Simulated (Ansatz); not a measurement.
CH3BN (charge +1)

```xyz
6

B     0.7879   -1.0145    0.7806
N     0.1163   -0.1492    0.1146
C    -0.5454    0.7025   -0.5406
H    -1.1389    0.3944   -1.4051
H    -0.5307    1.7559   -0.2496
H     1.4009   -1.8049    1.3892
```

Geometry: PBE0-D4/def2-TZVP.

Computed with RKS PBE0-D4/def2-TZVPP (Ansatz).

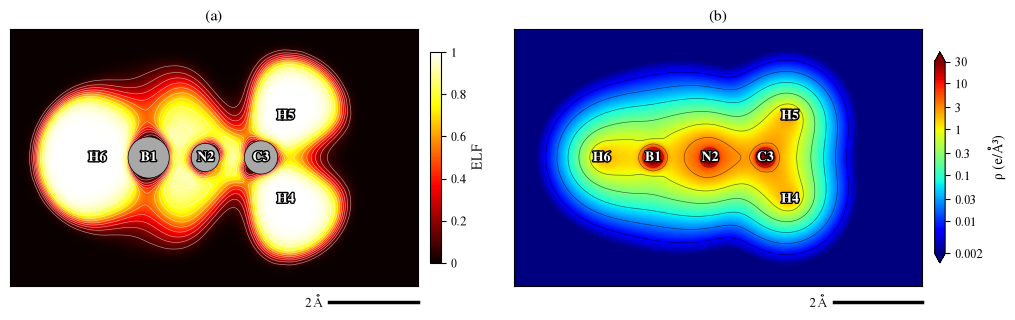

Figure 1. (a) ELF; (b) total electron density on the molecular plane. Grey discs cover the atomic cores in the ELF map.

What do the fields say about this system?

Answer. The section cuts through B, N, C and H sites.
C–N (1.26 Å): ρ at the midpoint is about 2.9 e/Å³; the ELF peaks at about 0.90 between the atoms; a short, multiple covalent bond.
B–N (1.28 Å): ρ is about 2.4 e/Å³ halfway; the ELF peaks at about 0.85 between the atoms, as expected for a short, strongly polar bond.
C–H (1.09 Å): ρ at the midpoint is about 2.2 e/Å³; the ELF climbs to about 1 towards the hydrogen, as it does in any bond to H: a covalent bond by its length.
B–H (1.17 Å): ρ at the midpoint is about 1.4 e/Å³; the ELF climbs to about 1 towards the hydrogen: an ordinary covalent bond to hydrogen.

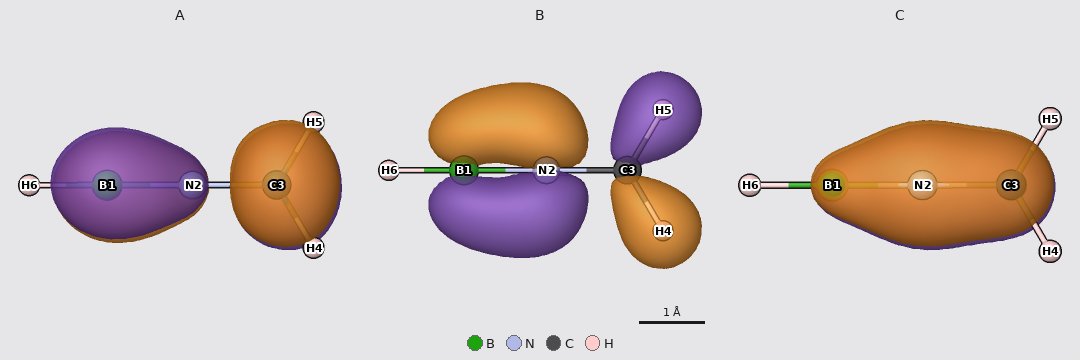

Figure 2. Three frontier orbitals at ±0.15 Å⁻³ᐟ² (orange and purple are the two phases), in no order.

Order the three orbitals by energy and name them.

Answer. C is the HOMO−1 (−18.01 eV). It lies mainly on N2 (about 55 %), C3 (about 25 %) and B1 (about 15 %); it changes sign across the molecular plane (π type); π-bonding across N2–C3. B is the HOMO (−15.31 eV). By Hirshfeld shares it lies mainly on N2 (about 45 %), B1 (about 25 %), C3 (about 15 %), H4 (about 5 %) and H5 (about 5 %); it is symmetric in the molecular plane (an in-plane orbital: σ, lone-pair or in-plane π type). A is the LUMO (−9.81 eV). It lies mainly on C3 (about 40 %), B1 (about 30 %) and N2 (about 15 %); it changes sign across the molecular plane (π type); π-bonding across B1–N2; π-antibonding (a node) across N2–C3.

What is the HOMO–LUMO gap?

Answer. 5.50 eV between the orbital energies.

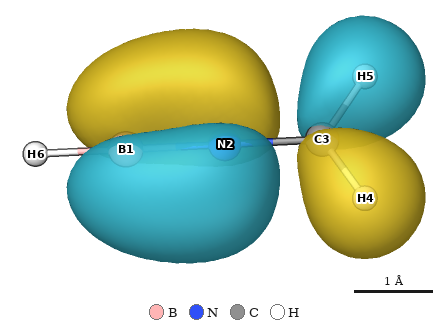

Figure 3. The HOMO at ±0.1 Å⁻³ᐟ² (yellow and cyan are the two phases), seen at a tilt.

What is the character of this orbital?

Answer. It lies mainly on N2 (about 45 %), B1 (about 25 %), C3 (about 15 %), H4 (about 5 %) and H5 (about 5 %); it is symmetric in the molecular plane (an in-plane orbital: σ, lone-pair or in-plane π type). Its energy is −15.31 eV.
